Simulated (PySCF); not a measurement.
# C₅H₇FOSi₂: what the fields show

Input

```
{"job": {"kind": "uv", "xc": "CAM-B3LYP", "basis": "def2-SVPD", "nstates": 8, "ntriplets": 3}, "charge": 0, "multiplicity": 1}
C     -1.710678     3.054611    -0.329036
C     -1.256516     2.053345     0.154567
Si    -0.556751     0.503673     0.878296
F     -0.602970     0.644303     2.483053
C      1.172371     0.173904     0.348954
C      2.306643    -0.033813     0.000773
C      3.666352    -0.284892    -0.413480
O     -1.484151    -0.759041     0.507796
Si    -2.651546    -1.847984     0.242759
H     -2.112165     3.932935    -0.746438
H      3.994339     0.496449    -1.098724
H      4.324357    -0.293601     0.454930
H      3.729822    -1.250004    -0.915518
H     -2.236335    -3.054999     0.952789
H     -2.686878    -2.028222    -1.207486
H     -3.903492    -1.297718     0.758342
```

Launched as:

```sh
OMP_NUM_THREADS=1 python probes_run.py task.json out
```

Geometry: GFN2-xTB.

Computed with PySCF, CAM-B3LYP/def2-SVPD, SCF density, gas phase.

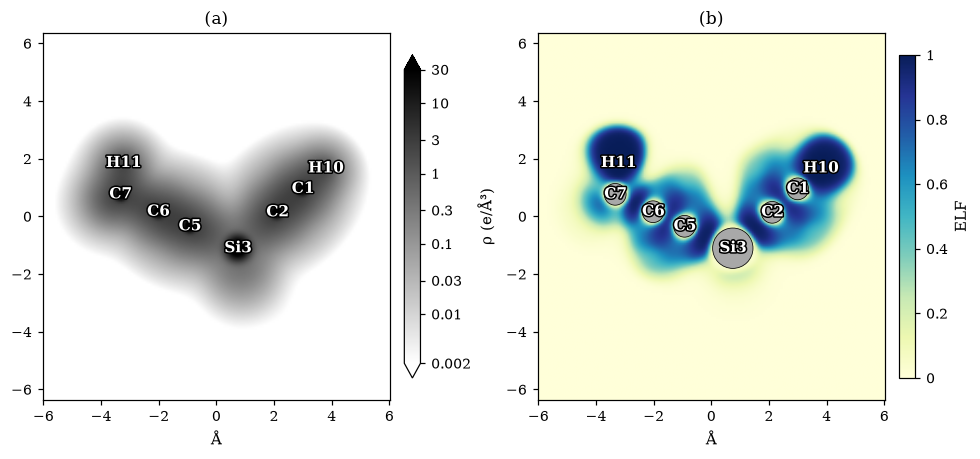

Figure 1. (a) electron density; (b) electron localisation function on the plane of atoms C2, Si3 and C5. Grey discs cover the atomic cores in the ELF map.

Q: Read the bonding off the picture.

A: The plane passes through C, Si and H nuclei. C–C (1.20 Å): the density is about 2.8 e/Å³ at the midpoint; the ELF peaks at about 0.85 between the atoms: a short, multiple covalent bond. C–Si (1.84 Å): ρ is about 0.99 e/Å³ halfway; the ELF peaks at about 1 between the atoms: localised, covalent bonding. C–H (1.05 Å): ρ at the midpoint is about 2.1 e/Å³; the ELF climbs to about 1 towards the hydrogen, as it does in any bond to H; a covalent bond by its length.

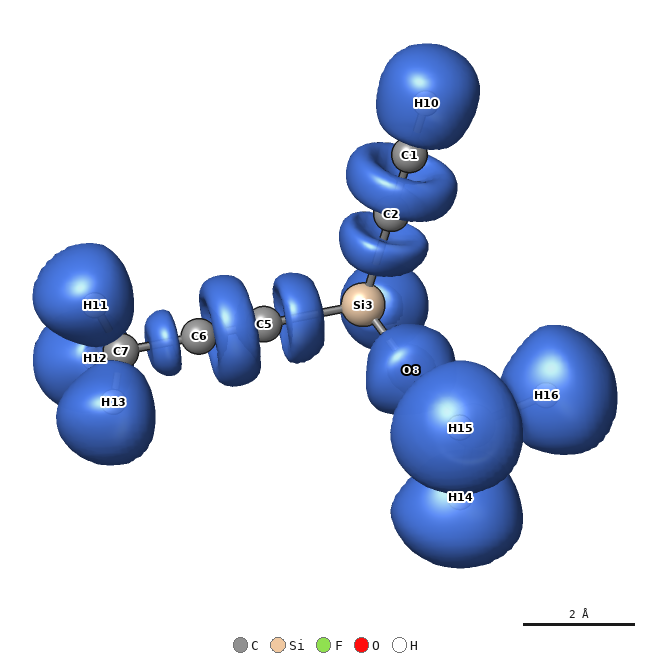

Figure 2. Isosurface of the ELF at 0.75 (blue), seen across its widest extent. Core shells and regions of very low density are left out.

Q: Where are the electrons localised?

A: At this value the surface marks out three regions between bonded C–C atoms (shared pairs), two regions between bonded C–Si atoms (shared pairs), seven regions around hydrogen nuclei, one region wrapped around F (its lone pairs, merged into a ring or cap) and one region wrapped around O (its lone pairs, merged into a ring or cap). Along the contacts the grid gives the following. Si–O (1.61 Å): the ELF peaks at about 0.85 between the atoms; a short, strongly polar bond.

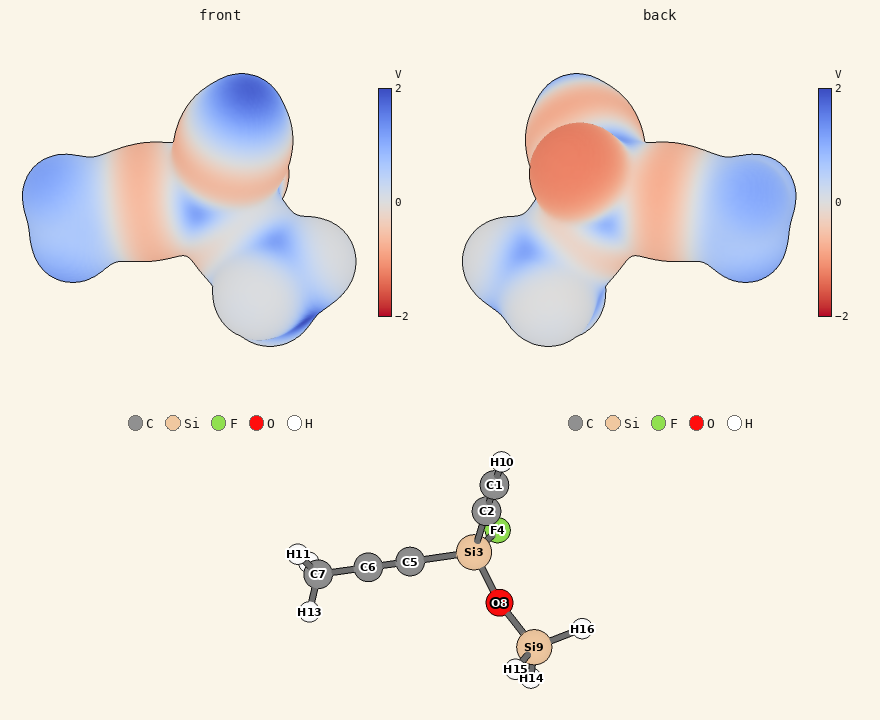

Figure 3. The electrostatic potential painted on the density surface at 0.002 e/bohr³, seen from the front and from behind; red is negative and blue positive. The bare structure is drawn below in the same view.

Q: Which sites attract a positive test charge, and which a negative one?

A: A positive charge is drawn to the negative regions and a negative charge to the positive ones. The most negative region (about −1.2 V) lies over F4, the most positive (about +1.7 V) over Si9 and H10.

Q: What dipole moment does the calculation give?

A: Its dipole moment is 2.58 D.
